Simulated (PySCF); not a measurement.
# C₂H₃BCl₂S: NMR shifts at several levels of theory, part 2 of 2

PySCF 2.14.0. Atoms count from 0. The steps go on from the part before.

### Step 6. Shielding tensors: BLYP/pcSseg-2

What the job is given:

```
{"job": {"kind": "nmr", "xc": "BLYP", "basis": "pcSseg-2", "pop": false}, "charge": 0, "multiplicity": 1}
Cl     2.416316     1.246765    -0.217847
B      1.391691    -0.123897     0.159241
Cl     2.059560    -1.741586     0.034347
C     -0.073587     0.119505     0.605811
C     -1.014351    -1.011286     0.759598
S     -1.057966    -0.292799    -0.896789
H     -0.341895     1.079931     1.058534
H     -0.601236    -2.023358     0.820894
H     -1.913571    -0.835747     1.357945
```

Method: GIAO BLYP/pcSseg-2 NMR shielding, non-relativistic, gas phase.

Log:

```text
coarse grid: 9992 points
cycle   1  E = -1421.5272010155  dE =  6.104e-01  |g| = 3.862e-01  |ddm| = 2.313e+00
cycle   2  E = -1421.4762257322  dE =  5.098e-02  |g| = 5.895e-01  |ddm| = 8.044e-01
cycle   3  E = -1421.5593301046  dE = -8.310e-02  |g| = 1.510e-01  |ddm| = 5.523e-01
cycle   4  E = -1421.5647120708  dE = -5.382e-03  |g| = 6.960e-02  |ddm| = 2.399e-01
cycle   5  E = -1421.5658023653  dE = -1.090e-03  |g| = 2.029e-02  |ddm| = 7.518e-02
cycle   6  E = -1421.5659073844  dE = -1.050e-04  |g| = 5.175e-03  |ddm| = 2.378e-02
cycle   7  E = -1421.5659129806  dE = -5.596e-06  |g| = 2.373e-03  |ddm| = 7.310e-03
final grid: 84984 points
cycle   8  E = -1421.5818151090  dE = -6.859e-05  |g| = 9.010e-03  |ddm| = 3.812e-02
cycle   9  E = -1421.5817614471  dE =  5.366e-05  |g| = 1.713e-02  |ddm| = 2.159e-02
cycle  10  E = -1421.5818329440  dE = -7.150e-05  |g| = 2.759e-03  |ddm| = 1.482e-02
cycle  11  E = -1421.5818350942  dE = -2.150e-06  |g| = 8.630e-04  |ddm| = 4.116e-03
cycle  12  E = -1421.5818352846  dE = -1.904e-07  |g| = 2.235e-04  |ddm| = 8.965e-04
cycle  13  E = -1421.5818352936  dE = -8.966e-09  |g| = 9.915e-05  |ddm| = 2.594e-04
cycle  14  E = -1421.5818352963  dE = -2.688e-09  |g| = 1.661e-05  |ddm| = 1.382e-04
cycle  15  E = -1421.5818352963  dE = -5.457e-11  |g| = 4.485e-06  |ddm| = 2.075e-05
converged SCF energy = -1421.5818352963

GIAO shielding tensors (ppm)
atom      isotropic    diamagn.    paramagn.     s11        s22        s33       span
  0 Cl     656.295    1147.552    -491.256    398.589    742.534    827.763    429.174
  1 B       34.687     191.165    -156.477      2.526     29.599     71.938     69.411
  2 Cl     731.691    1147.674    -415.983    463.207    837.255    894.609    431.402
  3 C      142.765     248.272    -105.507    100.183    155.621    172.491     72.308
  4 C      142.082     246.693    -104.611    116.368    145.790    164.088     47.719
  5 S      597.392    1055.911    -458.519     55.103    690.449   1046.624    991.521
  6 H       28.533      30.851      -2.318     23.147     25.843     36.610     13.463
  7 H       28.409      30.166      -1.757     21.810     27.358     36.058     14.248
  8 H       28.489      29.246      -0.757     22.710     24.691     38.067     15.357
```

Wall time 36 s (1 thread, shared host).

Key values: δ C4 32.9, C3 32.2, Cl0 226, B1 56.4, H7 2.97, H8 2.89 ppm (means over like atoms).

### Step 7. Nuclear shieldings: BP86/pcSseg-2

The job, as its differences from that of step 6:

```diff
@@ -1,2 +1,2 @@
-{"job": {"kind": "nmr", "xc": "BLYP", "basis": "pcSseg-2", "pop": false}, "charge": 0, "multiplicity": 1}
+{"job": {"kind": "nmr", "xc": "BP86", "basis": "pcSseg-2", "pop": false}, "charge": 0, "multiplicity": 1}
 Cl     2.416316     1.246765    -0.217847
```

Level: GIAO BP86/pcSseg-2 NMR shielding, non-relativistic, gas phase.

Log:

```text
coarse grid: 9992 points
cycle   1  E = -1421.7158412151  dE =  6.188e-01  |g| = 3.568e-01  |ddm| = 2.366e+00
cycle   2  E = -1421.6798165115  dE =  3.602e-02  |g| = 5.193e-01  |ddm| = 7.034e-01
cycle   3  E = -1421.7426668189  dE = -6.285e-02  |g| = 1.423e-01  |ddm| = 4.847e-01
cycle   4  E = -1421.7474178633  dE = -4.751e-03  |g| = 6.654e-02  |ddm| = 2.240e-01
cycle   5  E = -1421.7484412388  dE = -1.023e-03  |g| = 1.876e-02  |ddm| = 7.315e-02
cycle   6  E = -1421.7485324637  dE = -9.122e-05  |g| = 4.213e-03  |ddm| = 2.109e-02
cycle   7  E = -1421.7485361082  dE = -3.644e-06  |g| = 1.959e-03  |ddm| = 6.164e-03
final grid: 84984 points
cycle   8  E = -1421.7644682790  dE = -7.847e-05  |g| = 8.871e-03  |ddm| = 3.582e-02
cycle   9  E = -1421.7644320473  dE =  3.623e-05  |g| = 1.382e-02  |ddm| = 1.750e-02
cycle  10  E = -1421.7644750817  dE = -4.303e-05  |g| = 4.511e-03  |ddm| = 1.469e-02
cycle  11  E = -1421.7644801953  dE = -5.114e-06  |g| = 1.168e-03  |ddm| = 5.440e-03
cycle  12  E = -1421.7644805008  dE = -3.056e-07  |g| = 2.289e-04  |ddm| = 1.455e-03
cycle  13  E = -1421.7644805117  dE = -1.088e-08  |g| = 7.802e-05  |ddm| = 2.586e-04
cycle  14  E = -1421.7644805132  dE = -1.496e-09  |g| = 2.250e-05  |ddm| = 1.046e-04
cycle  15  E = -1421.7644805133  dE = -1.342e-10  |g| = 6.087e-06  |ddm| = 2.968e-05
converged SCF energy = -1421.7644805133

GIAO shielding tensors (ppm)
atom      isotropic    diamagn.    paramagn.     s11        s22        s33       span
  0 Cl     660.907    1147.282    -486.375    403.390    738.461    840.871    437.481
  1 B       39.415     192.581    -153.166      7.932     34.910     75.402     67.471
  2 Cl     738.312    1147.378    -409.065    470.726    837.518    906.693    435.967
  3 C      146.813     250.910    -104.097    104.565    160.678    175.196     70.631
  4 C      146.309     249.113    -102.804    120.638    150.265    168.023     47.386
  5 S      618.899    1055.862    -436.963     84.479    719.978   1052.240    967.761
  6 H       28.371      30.664      -2.293     22.857     25.597     36.658     13.801
  7 H       28.269      30.053      -1.784     21.573     27.097     36.138     14.565
  8 H       28.361      28.927      -0.566     22.513     24.425     38.144     15.631
```

Run time: 36 s. Hardware: 1 thread, shared host.

This run: δ C4 32.9, C3 32.4, Cl0 231, B1 53.9, H7 2.96, H8 2.87 ppm (means over like atoms).

### Step 8. NMR shieldings: OPBE/pcSseg-2

The job, as its differences from that of step 7:

```diff
@@ -1,2 +1,2 @@
-{"job": {"kind": "nmr", "xc": "BP86", "basis": "pcSseg-2", "pop": false}, "charge": 0, "multiplicity": 1}
+{"job": {"kind": "nmr", "xc": "OPBE", "basis": "pcSseg-2", "pop": false}, "charge": 0, "multiplicity": 1}
 Cl     2.416316     1.246765    -0.217847
```

Method: GIAO OPBE/pcSseg-2 NMR shielding, non-relativistic, gas phase.

Log:

```text
coarse grid: 9992 points
cycle   1  E = -1421.4831337287  dE =  6.222e-01  |g| = 3.321e-01  |ddm| = 2.421e+00
cycle   2  E = -1421.4614819411  dE =  2.165e-02  |g| = 4.533e-01  |ddm| = 7.811e-01
cycle   3  E = -1421.5087783440  dE = -4.730e-02  |g| = 1.310e-01  |ddm| = 4.628e-01
cycle   4  E = -1421.5129385456  dE = -4.160e-03  |g| = 5.501e-02  |ddm| = 1.931e-01
cycle   5  E = -1421.5136546460  dE = -7.161e-04  |g| = 1.771e-02  |ddm| = 6.035e-02
cycle   6  E = -1421.5137360528  dE = -8.141e-05  |g| = 4.083e-03  |ddm| = 1.976e-02
cycle   7  E = -1421.5137394384  dE = -3.386e-06  |g| = 1.901e-03  |ddm| = 5.807e-03
final grid: 84984 points
cycle   8  E = -1421.5215561893  dE = -3.074e-04  |g| = 3.108e-02  |ddm| = 8.288e-02
cycle   9  E = -1421.5210636521  dE =  4.925e-04  |g| = 4.837e-02  |ddm| = 6.807e-02
cycle  10  E = -1421.5216423815  dE = -5.787e-04  |g| = 1.674e-02  |ddm| = 6.026e-02
cycle  11  E = -1421.5217171021  dE = -7.472e-05  |g| = 2.281e-03  |ddm| = 1.687e-02
cycle  12  E = -1421.5217185170  dE = -1.415e-06  |g| = 6.092e-04  |ddm| = 2.759e-03
cycle  13  E = -1421.5217186153  dE = -9.827e-08  |g| = 1.594e-04  |ddm| = 8.009e-04
cycle  14  E = -1421.5217186202  dE = -4.961e-09  |g| = 7.363e-05  |ddm| = 2.506e-04
cycle  15  E = -1421.5217186215  dE = -1.285e-09  |g| = 2.056e-05  |ddm| = 8.658e-05
cycle  16  E = -1421.5217186216  dE = -1.037e-10  |g| = 4.365e-06  |ddm| = 2.887e-05
converged SCF energy = -1421.5217186216

GIAO shielding tensors (ppm)
atom      isotropic    diamagn.    paramagn.     s11        s22        s33       span
  0 Cl     687.507    1147.694    -460.188    436.762    761.020    864.738    427.976
  1 B       48.179     193.874    -145.694     18.719     44.544     81.275     62.555
  2 Cl     759.428    1147.744    -388.316    503.500    848.310    926.475    422.975
  3 C      153.756     253.266     -99.510    113.786    166.988    180.495     66.708
  4 C      152.514     252.670    -100.156    127.436    156.890    173.216     45.780
  5 S      660.806    1056.855    -396.049    156.902    767.602   1057.915    901.014
  6 H       28.329      30.488      -2.159     22.599     25.405     36.981     14.382
  7 H       28.271      29.954      -1.682     21.392     27.008     36.414     15.022
  8 H       28.342      28.544      -0.201     22.391     24.302     38.334     15.944
```

It took 39 s on 1 thread, shared host.

This run: δ C4 31.9, C3 30.7, Cl0 221, B1 49.6, H7 2.93, H6 2.87 ppm (means over like atoms).

### Step 9. Side by side: NMR shifts

Shifts (ppm) of some atoms, chosen among heavy atoms and hydrogens apart, means over like atoms, with basis size and wall time:

```tsv
run	C4	C3	H8	H6	Cl0	B1	S5	functions	time
HF/pcSseg-2	25.0	22.6	2.60	2.44	127	55.4	-245	279	18 s
LDA/pcSseg-2	33.5	34.1	2.94	3.02	268	56.4	-116	279	29 s
PBE/pcSseg-2	32.6	32.1	2.89	2.89	236	54.2	-124	279	35 s
BLYP/pcSseg-2	32.9	32.2	2.89	2.84	226	56.4	-109	279	36 s
BP86/pcSseg-2	32.9	32.4	2.87	2.86	231	53.9	-124	279	36 s
OPBE/pcSseg-2	31.9	30.7	2.86	2.87	221	49.6	-144	279	39 s
```

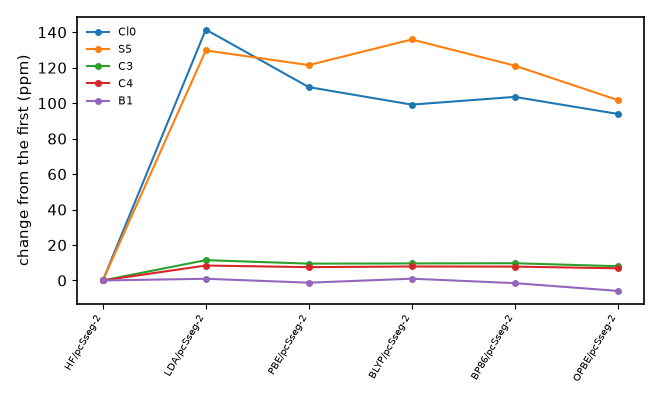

How five of the tabulated atoms move from run to run.

### Step 10. Outcome

What follows sums up all 2 parts.

```
                                                              quantity                 value
                                                           point group                    C1
                                  rotational constants (main isotopes)  2.50, 1.38, 1.02 GHz
                                  13C shifts against TMS (HF/pcSseg-2)        25.0, 22.6 ppm
                                   1H shifts against TMS (HF/pcSseg-2)  2.75, 2.60, 2.44 ppm
35Cl shifts against HCl (HF/pcSseg-2, means over atoms taken as alike)               127 ppm
                             11B shifts against BF3·OEt2 (HF/pcSseg-2)              55.4 ppm
                                  33S shifts against CS2 (HF/pcSseg-2)              -245 ppm
                                             range of the shift of Cl0        127 to 268 ppm
```

**Reading.** Single values in the summary come from the first run of each kind that ended normally (HF/pcSseg-2), which need not be the best level. Over 9 steps the energy fell by 0.064 eV; of the close pairs, B1–Cl2 changed most, 1.716 to 1.755 Å. No frequency check was run at this level, so the end point may be a saddle. At HF/pcSseg-2: The largest span, 913 ppm, is at S5, where the paramagnetic term is -287 ppm. Across the 6 runs the shift of Cl0 (with its like atoms) moves most, between 127 (HF/pcSseg-2) and 268 ppm (LDA/pcSseg-2).
